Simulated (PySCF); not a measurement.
## Single-point calculation, with input and output: CHClFGeN

The run: single-point calculation of CHClFGeN. Method and program: BLYP/cc-pVDZ, RKS (PySCF 2.14.0).

The geometry comes from this level: PBE0-D4/def2-TZVP.

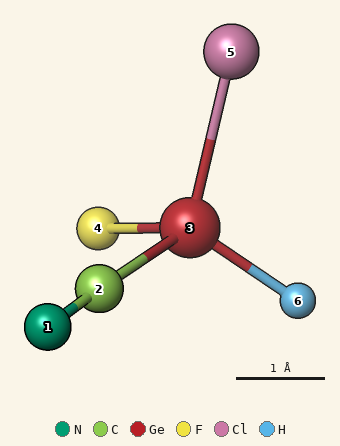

*The input geometry (ball-and-stick view, seen at a tilt; atoms are numbered from 1 in the order of the input). Sticks mark near contacts.*

Bond lengths as drawn: Cl–Ge 2.11 Å, C–Ge 1.91 Å, C–N 1.15 Å, F–Ge 1.72 Å and Ge–H 1.52 Å.

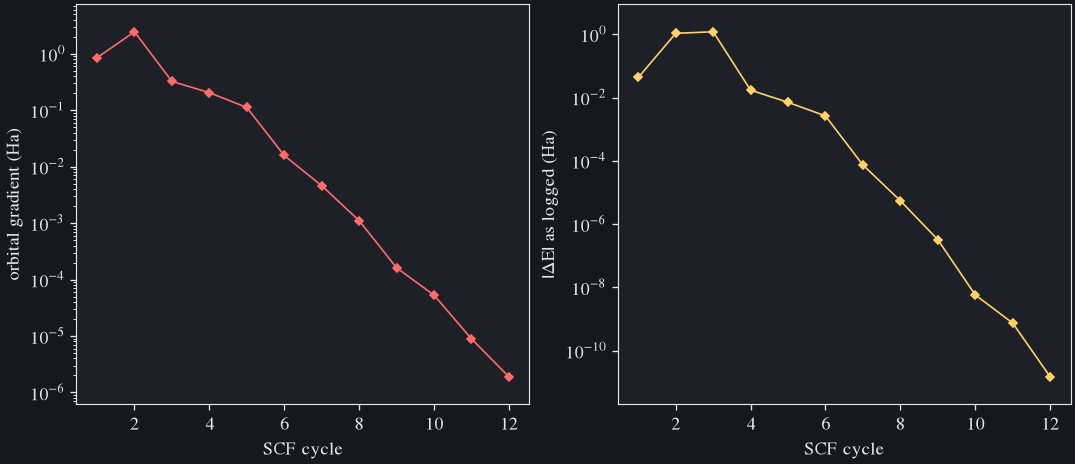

*Convergence of the self-consistent field: orbital gradient and size of the energy change against the SCF cycle.*

The residual comes down, with one marked jump up, by a factor of about 3, at step 2.

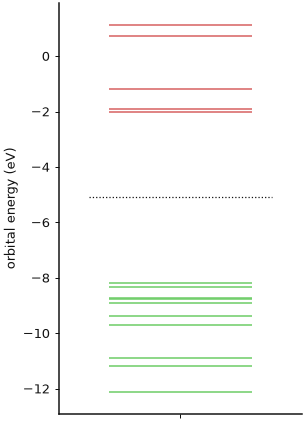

*Orbital energies near the frontier; the dotted line parts filled from empty levels, and levels within 0.02 eV of each other stand side by side.*

Highest filled −8.17 eV, lowest empty −2.02 eV, 6.15 eV apart.

These pictures come from the run below.

Input file (job.py):
```python
from pyscf import gto, dft

system = gto.M(
    atom='''
N       -1.036900      -2.307000       0.030700
C       -0.544000      -1.267300       0.040100
Ge       0.237100       0.477900       0.107700
F        1.896000       0.253800      -0.276600
Cl      -0.627600       1.648100      -1.423900
H        0.117300       1.130400       1.475800
''',
    charge=0,
    max_memory=1860,
    spin=0,
    verbose=4,
    basis='cc-pvdz',
)

calc0 = dft.RKS(system)
calc0.xc = 'blyp'
calc0.conv_tol = 1e-10
calc0.grids.level = 5
calc0.kernel()
if not calc0.converged:
    calc0 = calc0.newton().run(calc0.mo_coeff, calc0.mo_occ)

energy = calc0.e_tot
print(f'total energy: {energy:.8f} hartree')
```

Launched with:
```bash
OMP_NUM_THREADS=1 python job.py
```

What the program printed:
```
PySCF version 2.14.0

[INPUT] num. atoms = 6
[INPUT] num. electrons = 72
[INPUT] charge = 0
[INPUT] spin (= nelec alpha-beta = 2S) = 0
[INPUT] symmetry False subgroup None
[INPUT] Mole.unit = angstrom
[INPUT] Symbol           X                Y                Z      unit          X                Y                Z       unit  Magmom
[INPUT]  1 N     -1.036900000000  -2.307000000000   0.030700000000 AA   -1.959457018562  -4.359598169372   0.058014592024 Bohr   0.0
[INPUT]  2 C     -0.544000000000  -1.267300000000   0.040100000000 AA   -1.028011011763  -2.394849917661   0.075778017595 Bohr   0.0
[INPUT]  3 Ge     0.237100000000   0.477900000000   0.107700000000 AA    0.448054064134   0.903100114930   0.203523503616 Bohr   0.0
[INPUT]  4 F      1.896000000000   0.253800000000  -0.276600000000 AA    3.582920732175   0.479612490415  -0.522698246055 Bohr   0.0
[INPUT]  5 Cl    -0.627600000000   1.648100000000  -1.423900000000 AA   -1.185992115777   3.114457625896  -2.690781028768 Bohr   0.0
[INPUT]  6 H      0.117300000000   1.130400000000   1.475800000000 AA    0.221664874411   2.136146411208   2.788857814633 Bohr   0.0

nuclear repulsion = 429.988125016843
number of shells = 29
number of NR pGTOs = 203
number of NR cGTOs = 92
basis = cc-pvdz
ecp = {}

******** <class 'pyscf.dft.rks.RKS'> ********
method = RKS
initial guess = minao
damping factor = 0
level_shift factor = 0
DIIS = <class 'pyscf.scf.diis.CDIIS'>
diis_start_cycle = 1
diis_space = 8
diis_damp = 0
SCF conv_tol = 1e-10
SCF conv_tol_grad = None
SCF max_cycles = 50
direct_scf = True
direct_scf_tol = 1e-13
XC library pyscf.dft.libxc version 7.0.0
    S. Lehtola, C. Steigemann, M. J.T. Oliveira, and M. A.L. Marques.,  SoftwareX 7, 1–5 (2018)
XC functionals = blyp
    A. D. Becke.,  Phys. Rev. A 38, 3098 (1988)
    C. Lee, W. Yang, and R. G. Parr.,  Phys. Rev. B 37, 785 (1988)
    B. Miehlich, A. Savin, H. Stoll, and H. Preuss.,  Chem. Phys. Lett. 157, 200 (1989)
radial grids:
    Treutler-Ahlrichs [JCP 102, 346 (1995); DOI:10.1063/1.469408] (M4) radial grids

becke partition: Becke, JCP 88, 2547 (1988); DOI:10.1063/1.454033
pruning grids: <function nwchem_prune>
grids dens level: 5
symmetrized grids: False
atomic radii adjust function: <function treutler_atomic_radii_adjust>
small_rho_cutoff = 0
Set gradient conv threshold to 1e-05
Initial guess from minao.
tot grids = 240296
init E= -2730.44417578196
  HOMO = -0.329926634200214  LUMO = -0.0877761508279846  gap/eV = 6.58925
cycle= 1 E= -2730.40118463566  delta_E= 0.043  |g|= 0.854  |ddm|= 2.43
  HOMO = -0.211341047848832  LUMO = -0.0941478287925381  gap/eV = 3.18899
cycle= 2 E= -2729.32990172717  delta_E= 1.07  |g|= 2.46  |ddm|= 2.43
  HOMO = -0.276937901006537  LUMO = -0.0714580334404356  gap/eV = 5.59139
cycle= 3 E= -2730.53013880352  delta_E= -1.2  |g|= 0.325  |ddm|= 1.91
  HOMO = -0.300757699811985  LUMO = -0.0719670885224767  gap/eV = 6.22571
cycle= 4 E= -2730.54719508046  delta_E= -0.0171  |g|= 0.205  |ddm|= 0.368
  HOMO = -0.303925019611889  LUMO = -0.0759117147950463  gap/eV = 6.20456
cycle= 5 E= -2730.55424682907  delta_E= -0.00705  |g|= 0.112  |ddm|= 0.186
  HOMO = -0.300005151687482  LUMO = -0.0753443835483072  gap/eV = 6.11333
cycle= 6 E= -2730.55686396118  delta_E= -0.00262  |g|= 0.0158  |ddm|= 0.0852
  HOMO = -0.300613059626607  LUMO = -0.0742531160725792  gap/eV = 6.15957
cycle= 7 E= -2730.55693761645  delta_E= -7.37e-05  |g|= 0.00461  |ddm|= 0.0185
  HOMO = -0.300231182711818  LUMO = -0.0743439911466108  gap/eV = 6.14670
cycle= 8 E= -2730.55694309019  delta_E= -5.47e-06  |g|= 0.00111  |ddm|= 0.00501
  HOMO = -0.300251438060268  LUMO = -0.0742996565397456  gap/eV = 6.14846
cycle= 9 E= -2730.55694341233  delta_E= -3.22e-07  |g|= 0.000162  |ddm|= 0.00121
  HOMO = -0.300249029327197  LUMO = -0.074305587054952  gap/eV = 6.14823
cycle= 10 E= -2730.55694341811  delta_E= -5.78e-09  |g|= 5.3e-05  |ddm|= 0.00015
  HOMO = -0.300253112998091  LUMO = -0.074306623289357  gap/eV = 6.14832
cycle= 11 E= -2730.55694341885  delta_E= -7.44e-10  |g|= 8.92e-06  |ddm|= 6.18e-05
  HOMO = -0.300252102268645  LUMO = -0.0743056061573442  gap/eV = 6.14832
cycle= 12 E= -2730.55694341887  delta_E= -1.5e-11  |g|= 1.9e-06  |ddm|= 1.29e-05
  HOMO = -0.300252200885099  LUMO = -0.0743058823002607  gap/eV = 6.14831
Extra cycle  E= -2730.55694341888  delta_E= -1e-11  |g|= 4.26e-06  |ddm|= 4.89e-06
converged SCF energy = -2730.55694341888
total energy: -2730.55694342 hartree
```

Key numbers:

```json
{"quantity": "outcome", "value": "converged"}
{"quantity": "total energy", "value": "−2730.556943 hartree"}
{"quantity": "basis functions", "value": "92"}
{"quantity": "HOMO", "value": "−8.17 eV"}
{"quantity": "LUMO", "value": "−2.02 eV"}
{"quantity": "dipole moment", "value": "2.65 D"}
{"quantity": "hardware", "value": "1 thread of Intel Xeon @ 2.70GHz, 189 GiB of memory available, shared host"}
{"quantity": "wall time", "value": "23 s"}
{"quantity": "peak memory", "value": "0.48 GiB"}
```
